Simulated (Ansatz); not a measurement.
**Run report: CH3BClFOSi, geometry relaxation (part 1 of 2)**

System: CH3BClFOSi.
Method: RKS B3LYP-D4/def2-SVP (Ansatz 0.2.0).

It belongs to a series of runs on one base structure; here: end point A relaxed. Figures and captions count atoms from 1; the log counts them from 0 in places.

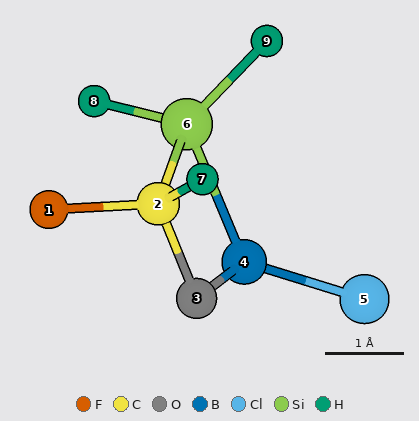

*The starting structure (ball-and-stick view, seen at a tilt; atoms are numbered from 1 in the order of the input).*

**Results in brief**

| quantity | value |
| --- | --- |
| outcome | converged |
| total energy | −26917.3034 eV |
| mean-field energy | −26916.9350 eV |
| largest force (length of the vector) at the end | 0.013 eV/Å |
| hardware | 2 threads of Intel Xeon @ 2.50GHz (Skylake/Cascade Lake), 16 GiB of memory available, shared host |
| wall time | 54 s (CPU time 1.7 min) |
| peak memory | 0.27 GiB |

**The input**
```yaml
crystal:
  periodic: [false, false, false]
  atoms:
    - { symbol: F, position_ang: [1.3341, -1.8164, -0.3292] }
    - { symbol: C, position_ang: [0.9794, -0.4328, -0.2014] }
    - { symbol: O, position_ang: [0.3842, 0.0712, -1.3876] }
    - { symbol: B, position_ang: [-0.8191, 0.6047, -0.8762] }
    - { symbol: Cl, position_ang: [-1.846, 2.1129, -1.2827] }
    - { symbol: Si, position_ang: [-0.4488, -0.1746, 0.8586] }
    - { symbol: H, position_ang: [1.8914, 0.1717, 0.1155] }
    - { symbol: H, position_ang: [-1.154, -1.4115, 1.129] }
    - { symbol: H, position_ang: [-0.2327, 0.8285, 1.957] }
basis:
  gaussian: { orbitals: def2-SVP }
hamiltonian:
  xc: b3lyp
  dispersion: d4
relax:
  f_tol: 0.02
  max_steps: 50
output:
  orbitals: {}
```

Command:
```bash
ansatz run input.yaml --threads 2 --pin off --max-ram 3072MiB --backend cpu --events-out ev --progress --plain --runs-dir out
```

**What the program printed**
```
The last accepted step is kept in [file] (removed where the run ends without a failure and the disk answers)
Engine: ansatz 0.2.0, x86_64-unknown-linux-gnu
Functional definition: B3LYP
  parameter a0 = 0.2
  parameter ax = 0.72
  parameter ac = 0.81
  exchange = (1 - a0 - ax)*slater_x + ax*b88_x + a0*exact_x
  correlation = (1 - ac)*vwn_rpa_c + ac*lyp_c
1121 factors; integrals over basis functions are off by at most 3.5e-4 eV
mean field evaluation 1: about -26912.8073 eV, gradient 4.0e1 eV
mean field evaluation 2: about -26906.4188 eV, gradient 7.0e1 eV
mean field evaluation 4: about -26915.8235 eV, gradient 3.5e0 eV
mean field evaluation 8: about -26915.8784 eV, gradient 1.2e-1 eV
mean field evaluation 16: about -26915.8785 eV, gradient 8.4e-5 eV
mean field -26915.87848122 eV, -989.1402899473 hartree, gradient 8.4e-5 eV, S^2 0.000000; 0 other end points of the search recorded, 0 dependent functions left out
the calculation of the forces begins
reference -26915.87871551 eV, -989.1402985572 hartree; 31, 31 occupied and 76, 76 virtual orbitals, 1121 factors
relax step   1: F+E_penalty+E_count = -26916.25087176 eV  Δ(F+E_penalty+E_count) = +0.000e0 eV  max|allowed force component| = 2.841e0 eV/Å  Δτ_max = 0.0000 Å  (26 SCF iters, accepted)
these checks for a lower state are left out or cut short: starts, cluster_reference, orbital_swaps, neighbouring_geometries, increment
1121 factors; integrals over basis functions are off by at most 3.8e-4 eV
mean field -26916.55846078 eV, -989.1652787350 hartree, gradient 2.3e-5 eV, S^2 0.000000; 0 other end points of the search recorded, 0 dependent functions left out
the calculation of the forces begins
reference -26916.55869764 eV, -989.1652874394 hartree; 31, 31 occupied and 76, 76 virtual orbitals, 1121 factors
relax step   2: F+E_penalty+E_count = -26916.92710498 eV  Δ(F+E_penalty+E_count) = -6.762e-1 eV  max|allowed force component| = 2.205e0 eV/Å  Δτ_max = 0.1982 Å  (31 SCF iters, accepted)
these checks for a lower state are left out or cut short: starts, cluster_reference, orbital_swaps, neighbouring_geometries, increment
1121 factors; integrals over basis functions are off by at most 4.1e-4 eV
mean field -26916.87331682 eV, -989.1768494811 hartree, gradient 1.3e-5 eV, S^2 0.000000; 0 other end points of the search recorded, 0 dependent functions left out
the calculation of the forces begins
reference -26916.87355133 eV, -989.1768580991 hartree; 31, 31 occupied and 76, 76 virtual orbitals, 1121 factors
relax step   3: F+E_penalty+E_count = -26917.24146047 eV  Δ(F+E_penalty+E_count) = -3.144e-1 eV  max|allowed force component| = 7.052e-1 eV/Å  Δτ_max = 0.1919 Å  (30 SCF iters, accepted)
these checks for a lower state are left out or cut short: starts, cluster_reference, orbital_swaps, neighbouring_geometries, increment
1121 factors; integrals over basis functions are off by at most 4.4e-4 eV
mean field evaluation 32: about -26916.8413 eV, gradient 5.9e-1 eV
mean field -26916.87751806 eV, -989.1770038737 hartree, gradient 1.6e-5 eV, S^2 0.000000; 0 other end points of the search recorded, 0 dependent functions left out
the calculation of the forces begins
reference -26916.87775385 eV, -989.1770125390 hartree; 31, 31 occupied and 76, 76 virtual orbitals, 1121 factors
relax step   4: F+E_penalty+E_count = -26917.24548298 eV  Δ(F+E_penalty+E_count) = -4.023e-3 eV  max|allowed force component| = 1.131e0 eV/Å  Δτ_max = 0.2000 Å  (30 SCF iters, accepted)
these checks for a lower state are left out or cut short: starts, cluster_reference, orbital_swaps, neighbouring_geometries, increment
1121 factors; integrals over basis functions are off by at most 4.4e-4 eV
mean field -26916.91645504 eV, -989.1784347816 hartree, gradient 1.2e-5 eV, S^2 0.000000; 0 other end points of the search recorded, 0 dependent functions left out
the calculation of the forces begins
reference -26916.91668940 eV, -989.1784433941 hartree; 31, 31 occupied and 76, 76 virtual orbitals, 1121 factors
relax step   5: F+E_penalty+E_count = -26917.28476334 eV  Δ(F+E_penalty+E_count) = -3.928e-2 eV  max|allowed force component| = 7.983e-1 eV/Å  Δτ_max = 0.0553 Å  (30 SCF iters, accepted)
these checks for a lower state are left out or cut short: starts, cluster_reference, orbital_swaps, neighbouring_geometries, increment
1121 factors; integrals over basis functions are off by at most 4.5e-4 eV
mean field -26916.91058538 eV, -989.1782190755 hartree, gradient 8.6e-6 eV, S^2 0.000000; 0 other end points of the search recorded, 0 dependent functions left out
the calculation of the forces begins
reference -26916.91082158 eV, -989.1782277555 hartree; 31, 31 occupied and 76, 76 virtual orbitals, 1121 factors
relax step   6: F+E_penalty+E_count = -26917.27875925 eV  Δ(F+E_penalty+E_count) = +6.004e-3 eV  max|allowed force component| = 5.476e-1 eV/Å  Δτ_max = 0.1002 Å  (30 SCF iters, rejected (line search))
these checks for a lower state are left out or cut short: starts, cluster_reference, orbital_swaps, neighbouring_geometries, increment
1121 factors; integrals over basis functions are off by at most 4.4e-4 eV
mean field -26916.93410681 eV, -989.1790834722 hartree, gradient 2.4e-5 eV, S^2 0.000000; 0 other end points of the search recorded, 0 dependent functions left out
the calculation of the forces begins
reference -26916.93434212 eV, -989.1790921194 hartree; 31, 31 occupied and 76, 76 virtual orbitals, 1121 factors
relax step   7: F+E_penalty+E_count = -26917.30225024 eV  Δ(F+E_penalty+E_count) = -1.749e-2 eV  max|allowed force component| = 7.483e-2 eV/Å  Δτ_max = 0.0355 Å  (31 SCF iters, accepted)
these checks for a lower state are left out or cut short: starts, cluster_reference, orbital_swaps, neighbouring_geometries, increment
1121 factors; integrals over basis functions are off by at most 4.4e-4 eV
mean field evaluation 64: about -26916.9345 eV, gradient 1.0e-5 eV
mean field -26916.93446557 eV, -989.1790966560 hartree, gradient 1.0e-5 eV, S^2 0.000000; 0 other end points of the search recorded, 0 dependent functions left out
the calculation of the forces begins
reference -26916.93470103 eV, -989.1791053094 hartree; 31, 31 occupied and 76, 76 virtual orbitals, 1121 factors
relax step   8: F+E_penalty+E_count = -26917.30269509 eV  Δ(F+E_penalty+E_count) = -4.448e-4 eV  max|allowed force component| = 2.893e-2 eV/Å  Δτ_max = 0.0081 Å  (25 SCF iters, accepted)
these checks for a lower state are left out or cut short: starts, cluster_reference, orbital_swaps, neighbouring_geometries, increment
1121 factors; integrals over basis functions are off by at most 4.4e-4 eV
mean field -26916.93462464 eV, -989.1791025021 hartree, gradient 2.7e-5 eV, S^2 0.000000; 0 other end points of the search recorded, 0 dependent functions left out
the calculation of the forces begins
reference -26916.93486016 eV, -989.1791111571 hartree; 31, 31 occupied and 76, 76 virtual orbitals, 1121 factors
relax step   9: F+E_penalty+E_count = -26917.30291718 eV  Δ(F+E_penalty+E_count) = -2.221e-4 eV  max|allowed force component| = 4.356e-2 eV/Å  Δτ_max = 0.0091 Å  (31 SCF iters, accepted)
these checks for a lower state are left out or cut short: starts, cluster_reference, orbital_swaps, neighbouring_geometries, increment
1121 factors; integrals over basis functions are off by at most 4.3e-4 eV
mean field -26916.93471868 eV, -989.1791059579 hartree, gradient 2.7e-5 eV, S^2 0.000000; 0 other end points of the search recorded, 0 dependent functions left out
the calculation of the forces begins
reference -26916.93495421 eV, -989.1791146134 hartree; 31, 31 occupied and 76, 76 virtual orbitals, 1121 factors
relax step  10: F+E_penalty+E_count = -26917.30308766 eV  Δ(F+E_penalty+E_count) = -1.705e-4 eV  max|allowed force component| = 2.579e-2 eV/Å  Δτ_max = 0.0122 Å  (31 SCF iters, accepted)
these checks for a lower state are left out or cut short: starts, cluster_reference, orbital_swaps, neighbouring_geometries, increment
1121 factors; integrals over basis functions are off by at most 4.3e-4 eV
mean field -26916.93473460 eV, -989.1791065428 hartree, gradient 2.2e-5 eV, S^2 0.000000; 0 other end points of the search recorded, 0 dependent functions left out
the calculation of the forces begins
reference -26916.93497009 eV, -989.1791151970 hartree; 31, 31 occupied and 76, 76 virtual orbitals, 1121 factors
relax step  11: F+E_penalty+E_count = -26917.30312383 eV  Δ(F+E_penalty+E_count) = -3.617e-5 eV  max|allowed force component| = 8.972e-3 eV/Å  Δτ_max = 0.0033 Å  (24 SCF iters, accepted)
1121 factors; integrals over basis functions are off by at most 4.3e-4 eV
mean field evaluation 96: about -26916.9347 eV, gradient 1.0e-2 eV
```

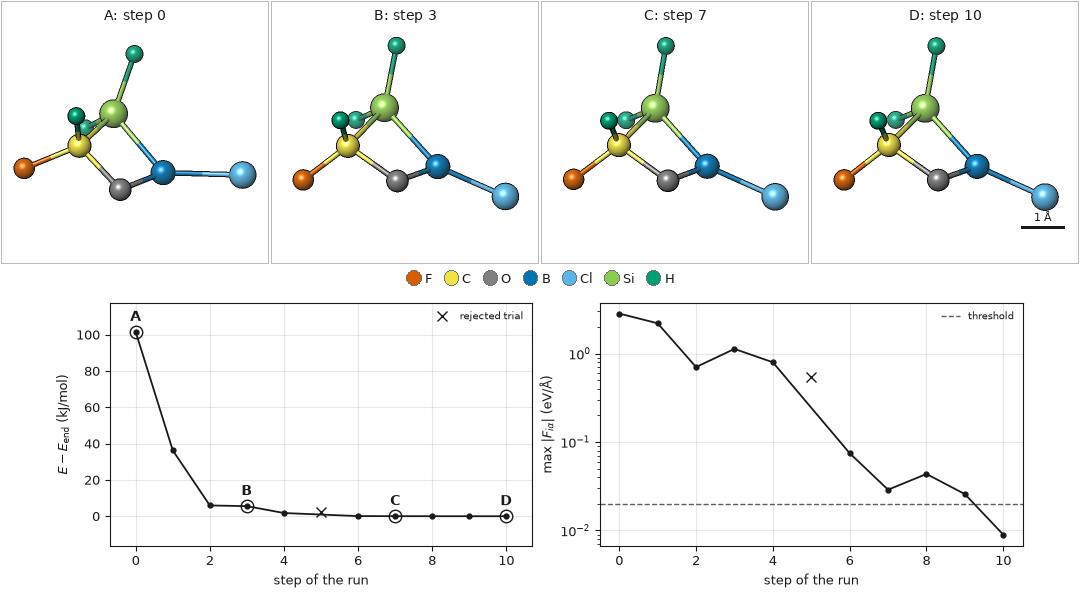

*Frames of the relaxation (ball-and-stick view, seen at a tilt) above the curves, on which the letters mark them (the first geometry is step 0 here and step 1 in the log).*

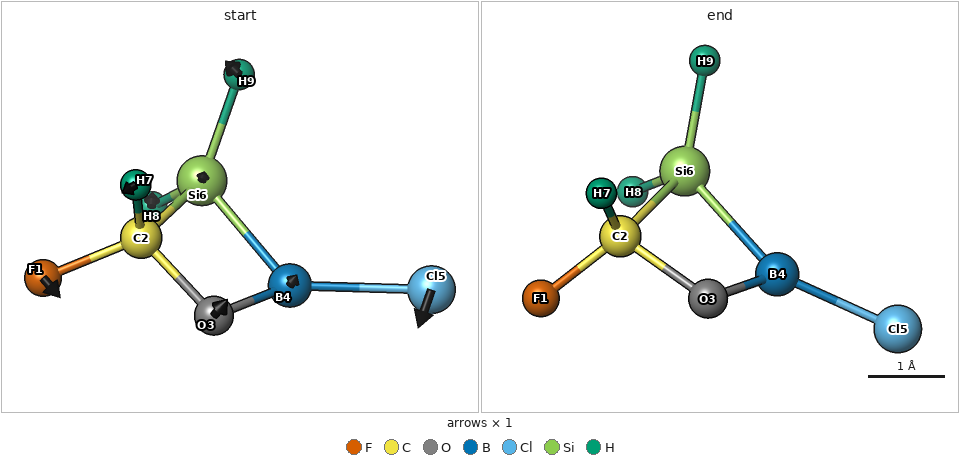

*Before (left) and after (right) the relaxation, at one scale (ball-and-stick view, seen at a tilt). The black arrows give the displacements, at true length.*

Cl5 moves most after the best rigid fit: 0.55 Å. By element the largest moves are Cl 0.55 Å, F 0.36 Å, O 0.32 Å, H 0.31 Å, B 0.19 Å, Si 0.15 Å. Among the contacts that change: C2–Si6 1.797 → 1.956 Å, B4–Cl5 1.869 → 1.748 Å, B4–Si6 1.938 → 2.022 Å, F1–C2 1.434 → 1.363 Å. Among the angles that change: Cl5–B4–Si6 128.6° → 144.7°, O3–B4–Cl5 134.0° → 122.0°, H8–Si6–H9 120.2° → 110.5°. The energy falls by 101.5 kJ/mol in 10 geometry steps. Largest force component: 2.8 eV/Å at the start, 0.009 eV/Å at the end. The line search rejected the trial step at point 5 (counted from 0) and went back. (Atoms are counted from 1 in the order of the input.)
